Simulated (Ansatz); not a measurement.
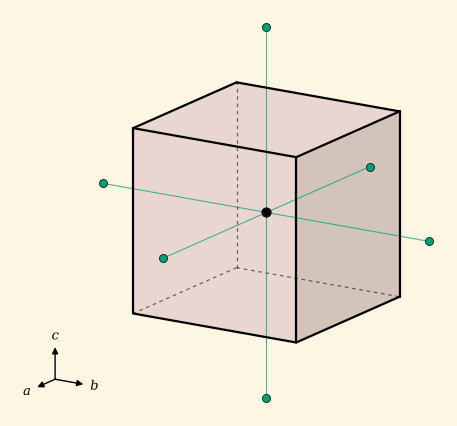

For NaGeBr3, coordinates from a relaxation with DFT, PBEsol, plane waves, PAW in Ansatz 0.2.0; the starting structure was generated, so it need not be a known form of this composition: the Wigner–Seitz cell of the crystal's lattice, with lines to the lattice points that define its faces. Symmetry computed with spglib at a tolerance of 0.002 Å; standard conventional cell.

a = 5.418 Å, b = 5.418 Å, c = 5.418 Å, α = 90.00°, β = 90.00°, γ = 90.00°; space group Pm-3m, No. 221.

Question: Which of Fedorov's five parallelohedra is it?

Answer: A parallelepiped: 6 faces (6 with 4 edges), 12 edges, 8 vertices. Its volume is that of the primitive cell, 159.1 Å³.

Question: Which lattice vectors do the faces bisect?

Answer:
```
example  length (Å)  faces  edges of each  area (Å²)
      a        5.42      6              4       29.4
```
